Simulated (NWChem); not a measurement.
# B3LYP/6-31G(d) (density fitting, spherical functions) run of C5H6 (SMILES C#CC(=C)C)

Aim: the vertical ionisation energy of C5H6 at B3LYP/6-31G* (density fitting, spherical functions), from 2 runs. 

The calculation is run with NWChem 7.3.0.

### Step 1. The system as given

The species is C5H6 (11 atoms), meant as a singlet with charge 0. SMILES: `C#CC(=C)C`. The shape is that of a PBE0-D4/def2-TZVP optimisation.

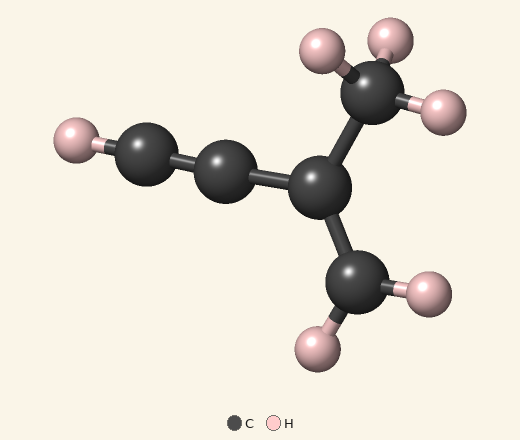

Viewed from a chosen angle; carbon dark grey, hydrogen pink.

### Step 2. A single-point energy at B3LYP/6-31G(d) (density fitting, spherical functions)

The input, a.nw:

```
echo
start a
memory total 2200 mb

geometry units angstroms noautosym nocenter noautoz
C    -1.345100    1.765600    1.023600
C    -0.786700    0.836000    0.502900
C    -0.073000   -0.237900   -0.105500
C    -0.718400   -1.309500   -0.570900
C     1.416500   -0.080200   -0.182900
H    -1.852900    2.580700    1.482100
H    -0.174900   -2.125300   -1.033200
H    -1.795300   -1.393800   -0.500600
H     1.842600    0.040200    0.816500
H     1.678700    0.815000   -0.752400
H     1.874100   -0.947800   -0.659100
end

basis spherical bse
* library 6-31G*
end

basis "cd basis" spherical
* library "dgauss a1 dft coulomb fitting"
end

dft
xc b3lyp
mult 1
grid fine
convergence energy 1e-08
maxiter 100
mulliken
print low
end

task dft energy
```

On the command line:

```console
$ nwchem a.nw > a.out
```

What it wrote:

```text
[...]
 d= 0,ls=0.0,diis     1   -194.0074931156 -3.37D+02  1.11D-02  4.37D-01     4.7
[...]
 d= 0,ls=0.0,diis    11   -194.0631252951 -1.71D-09  3.87D-07  1.55D-09    38.4
         Total DFT energy =     -194.063125295088
      One electron energy =     -543.603178702993
           Coulomb energy =      235.408972894523
    Exchange-Corr. energy =      -29.346139664251
 Nuclear repulsion energy =      143.477220177633
[...]
      Total Density - Mulliken Population Analysis
     ---------------------------------------------
    Atom       Charge   Shell Charges
 -----------   ------   -------------------------------------------------------
    1 C    6     6.54   2.00  0.68  2.01  0.74  1.09  0.02
    2 C    6     5.66   2.00  0.68  2.03  0.48  0.44  0.03
    3 C    6     5.92   2.00  0.68  2.08  0.44  0.68  0.05
    4 C    6     6.37   2.00  0.69  2.06  0.59  1.00  0.03
    5 C    6     6.51   2.00  0.67  2.15  0.63  1.02  0.04
    6 H    1     0.81   0.51  0.30
    7 H    1     0.85   0.53  0.32
    8 H    1     0.84   0.53  0.31
    9 H    1     0.83   0.53  0.30
   10 H    1     0.83   0.53  0.30
[...]
```

It took 39 s on 1 thread of Intel Xeon Platinum 8375C at 2.90GHz (Ice Lake), shared host; peak memory 0.12 GiB.

### Step 3. The doublet cation, same level

The input, job.nw:

```
start job
title "C5H6"
memory stack 880 mb heap 220 mb global 1100 mb
charge 1

geometry noautosym nocenter noautoz
  C       -1.345100       1.765600       1.023600
  C       -0.786700       0.836000       0.502900
  C       -0.073000      -0.237900      -0.105500
  C       -0.718400      -1.309500      -0.570900
  C        1.416500      -0.080200      -0.182900
  H       -1.852900       2.580700       1.482100
  H       -0.174900      -2.125300      -1.033200
  H       -1.795300      -1.393800      -0.500600
  H        1.842600       0.040200       0.816500
  H        1.678700       0.815000      -0.752400
  H        1.874100      -0.947800      -0.659100
end

basis spherical bse
  C library 6-31G*
  H library 6-31G*
end

basis "cd basis" spherical
  C library "dgauss a1 dft coulomb fitting"
  H library "dgauss a1 dft coulomb fitting"
end

dft
  xc b3lyp
  mult 2
  grid fine
  convergence energy 1e-08
  maxiter 100
  mulliken
  print low
end

task dft energy
```

On the command line:

```console
$ nwchem job.nw > job.out
```

What it wrote:

```text
[...]
 d= 0,ls=0.0,diis     1   -193.6636547605 -3.37D+02  7.42D-03  1.65D-01     6.1
[...]
 d= 0,ls=0.0,diis    14   -193.7405838537 -8.14D-09  4.98D-07  6.65D-10    54.3
[...]
         Total DFT energy =     -193.740583853693
      One electron energy =     -534.989467792843
           Coulomb energy =      226.800780983020
    Exchange-Corr. energy =      -29.029117221502
 Nuclear repulsion energy =      143.477220177633
[...]
      Total Density - Mulliken Population Analysis
     ---------------------------------------------
    Atom       Charge   Shell Charges
 -----------   ------   -------------------------------------------------------
    1 C    6     6.29   2.00  0.73  1.94  0.72  0.89  0.03
    2 C    6     5.61   2.00  0.70  2.03  0.45  0.41  0.03
    3 C    6     5.91   2.00  0.71  2.03  0.46  0.66  0.05
    4 C    6     6.23   2.00  0.73  2.01  0.64  0.82  0.04
    5 C    6     6.53   2.00  0.67  2.16  0.67  0.99  0.04
    6 H    1     0.69   0.49  0.19
    7 H    1     0.73   0.52  0.22
    8 H    1     0.73   0.52  0.21
    9 H    1     0.75   0.51  0.24
   10 H    1     0.75   0.51  0.24
[...]
      <S2> =      0.7644 (Exact =     0.7500)
[...]
```

Wall time 55 s (1 thread of Intel Xeon Platinum 8375C at 2.90GHz (Ice Lake), shared host); peak memory 0.12 GiB.

### Step 4. Outcome

At B3LYP/6-31G* (density fitting, spherical functions):

| quantity | value |
| --- | --- |
| singlet C5H6: total energy | -194.06313 Eh |
| doublet cation: total energy | -193.74058 Eh |
| doublet cation: ⟨S²⟩ | 0.764 |
| vertical ionisation energy (to the doublet cation) | 8.777 eV |

**Reading.** The vertical ionisation energy comes to 8.78 eV (847 kJ/mol). Mulliken charges (singlet C5H6) run from -0.54 on C1 to +0.34 on C2. Mulliken charges (doublet cation) run from -0.53 on C5 to +0.39 on C2.
